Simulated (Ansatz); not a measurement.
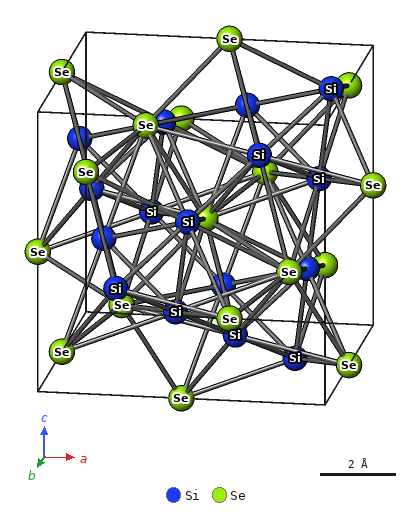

This is the input geometry for a relaxation of solid Si₂Se (a generated structure, set up in Fd-3m) (coarse preliminary run). The picture is a ball-and-stick view of the conventional cell (4 times the calculation's cell), seen from a free direction. Lengths and directions refer to the drawn axes.

The calculation used Ansatz, DFT PBE, scalar-relativistic, plane waves, PAW.

The input:
```yaml
crystal:
  lattice:
    - [0.0, 3.88298073, 3.88298073]
    - [3.88298073, 0.0, 3.88298073]
    - [3.88298073, 3.88298073, 0.0]
  atoms:
    - { symbol: Si, position: [0.125, 0.625, 0.125] }
    - { symbol: Si, position: [0.125, 0.125, 0.625] }
    - { symbol: Si, position: [0.625, 0.125, 0.125] }
    - { symbol: Si, position: [0.125, 0.125, 0.125] }
    - { symbol: Se, position: [0.75, 0.75, 0.75] }
    - { symbol: Se, position: [0.5, 0.5, 0.5] }
basis:
  ecutwfc: 420
kpoints:
  mp_grid: { grid: [4, 4, 4] }
hamiltonian:
  xc: pbe
scf:
  occupations: { method: gaussian, width: 0.1 }
  lower_state_search: "off"
output:
  forces: true
  stress: true
  eigenvalues: true
relax:
  adjacent_minimum: "off"
  f_tol: 0.04
  max_steps: 70
  cell: { stress_tol: 0.4 }
```

Run as
```bash
ansatz run input.yaml --threads 1 --pin off --max-ram 2560MiB --backend cpu --events-out ev --progress --plain --runs-dir out
```

What does the optimiser find from here?

Answer. The atoms keep their places relative to the cell (all moves are under 0.005 Å). Cell: a = b = c 7.766 → 7.480 Å (−3.7 %). Volume −10.6 %. Some distances before and after: Se5–Se6 3.363 → 3.239 Å, Si1–Se5 3.220 → 3.101 Å, Si1–Si2 2.746 → 2.645 Å. The space group stays Fd-3m (No. 227). Over 1 accepted move (2 points after the start) the energy falls by 0.252 eV per cell of the calculation. All forces vanish by symmetry, so only the cell relaxes. Pressure: −6.17 GPa at the start and 0.37 GPa at the end. At 1 point the geometry stayed and the basis and grid were re-selected for the new cell (energy shift of 1.0 meV per cell of the calculation at most each time). The run took 4 s on 1 thread of Intel(R) Xeon(R) 6975P-C (Granite Rapids), with other jobs on the host, peak memory 0.45 GiB.

The structure at the end:

```
Si Se
1.0
     0.00000    3.74001    3.74001
     3.74001    0.00000    3.74001
     3.74001    3.74001    0.00000
Si Se
4 2
Direct
  0.12500 0.62500 0.12500
  0.12500 0.12500 0.62500
  0.62500 0.12500 0.12500
  0.12500 0.12500 0.12500
  0.75000 0.75000 0.75000
  0.50000 0.50000 0.50000
```

The end point in the same view:

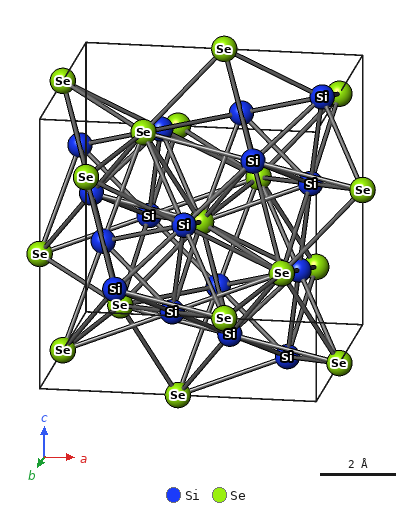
